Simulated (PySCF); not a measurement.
SMILES O=C(O)c1cccc([SiH3])c1 at its GFN2-xTB optimised geometry (Å):

```
18

O      2.5658    -2.3252    -0.0199
C      1.3611    -2.2596     0.0001
O      0.5943    -3.3637     0.0258
C      0.5848    -1.0023     0.0000
C     -0.8085    -1.0023     0.0000
C     -1.4854     0.2024     0.0000
C     -0.7832     1.3967     0.0008
C      0.6091     1.4217     0.0007
Si     1.5832     3.0413    -0.0054
C      1.2777     0.2048    -0.0003
H      1.1610    -4.1507     0.0233
H     -1.3437    -1.9388    -0.0003
H     -2.5658     0.2124    -0.0003
H     -1.3277     2.3305     0.0019
H      2.3236     3.1451    -1.2642
H      2.5097     3.0420     1.1275
H      0.6347     4.1507     0.1143
H      2.3576     0.1711    -0.0004
```

Computed with PySCF with B3LYP/def2-SVP. Cells within 0.4 Å of a nucleus heavier than hydrogen are left out (blank, or x).

Map of the deformation density (molecule minus spherical neutral atoms) (e/bohr³) on the plane z = 0.0 Å:

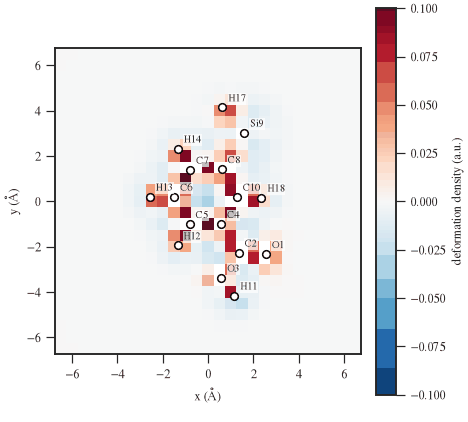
Figure. Deformation density (molecule minus spherical neutral atoms) (e/bohr³) on the plane z = 0.0 Å.
